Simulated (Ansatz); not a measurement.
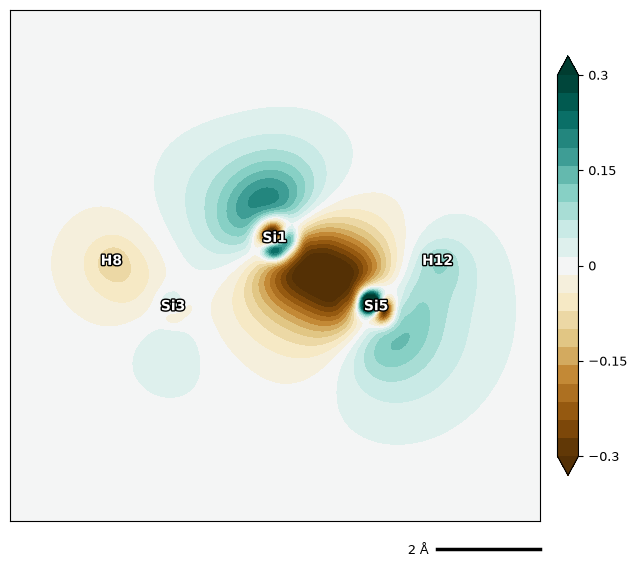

ClH₉Si₄. The HOMO on the plane of atoms Si3, Si1 and Si5 (values in Å⁻³ᐟ²; the overall sign is arbitrary).

Theory: Hartree-Fock, Gaussian basis def2-SVP (Ansatz).

```xyz
14

Si    0.0991    0.0313    0.5175
Cl    0.4964    0.1568    2.5920
Si    1.8476   -1.2578   -0.4324
Si    0.0792    2.2544   -0.3063
Si   -2.0122   -1.0236    0.2925
H     1.8627   -2.6099    0.1732
H     1.6221   -1.3810   -1.8945
H     3.1499   -0.5923   -0.1954
H    -0.9797    3.0347    0.3757
H    -0.1960    2.2302   -1.7649
H     1.3961    2.8909   -0.0701
H    -3.0535   -0.2158    0.9695
H    -1.9652   -2.3775    0.8924
H    -2.3465   -1.1405   -1.1491
```

Describe this orbital and give its energy.

By Hirshfeld shares it lies mainly on Si1 (about 30 %), Si4 (about 20 %), Si5 (about 20 %) and Cl2 (about 20 %). It is one of a degenerate set, so its orientation is arbitrary. Its energy is −10.32 eV.
